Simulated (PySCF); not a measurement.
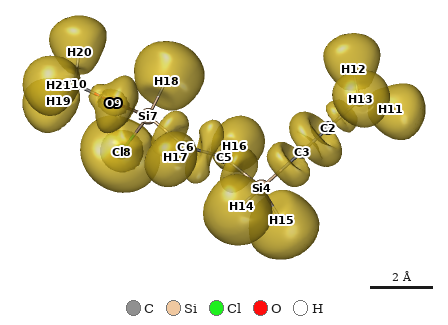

Figure. C6H11ClOSi2. Isosurface of the electron localisation function at 0.75 (yellow), seen at a tilt. Core shells and regions of very low density are left out.

Geometry: GFN2-xTB.

These are results of PySCF, PBE0/pcSseg-1, SCF density, gas phase, non-relativistic, not measurements.

```xyz
21

C    -4.8671   -0.2896    1.3804
C    -3.8640   -0.1153    0.3539
C    -3.0283    0.0314   -0.5026
Si   -1.7408    0.2639   -1.8048
C    -0.1264   -0.4518   -1.1406
C     0.9250    0.2652   -0.7527
Si    2.5187   -0.4676   -0.0970
Cl    3.6931   -1.1739   -1.6008
O     3.2384    0.8047    0.6011
C     4.5412    0.9233    1.0945
H    -5.6870   -0.8997    1.0012
H    -4.4306   -0.7828    2.2490
H    -5.2601    0.6804    1.6851
H    -1.5847    1.6982   -2.0751
H    -2.1448   -0.4693   -3.0125
H    -0.0627   -1.5316   -1.0639
H     0.8676    1.3454   -0.8213
H     2.3559   -1.5912    0.8250
H     5.2678    0.5706    0.3590
H     4.6568    0.3419    2.0120
H     4.7229    1.9765    1.3094
```

Question: Identify the bonds, lone pairs and shells in this picture.

Answer: The ELF exceeds this value in three regions between bonded C–C atoms (shared pairs), three regions between bonded C–Si atoms (shared pairs), eleven regions around hydrogen nuclei, one region on Cl in which the atom's valence shell and bonds are merged and one region on O in which the atom's valence shell and bonds are merged. Along the contacts the grid gives the following. C–C (1.21 Å): the ELF peaks at about 0.85 between the atoms; a short, multiple covalent bond. C–O (1.40 Å): the ELF peaks at about 0.90 between the atoms (a polar covalent bond).
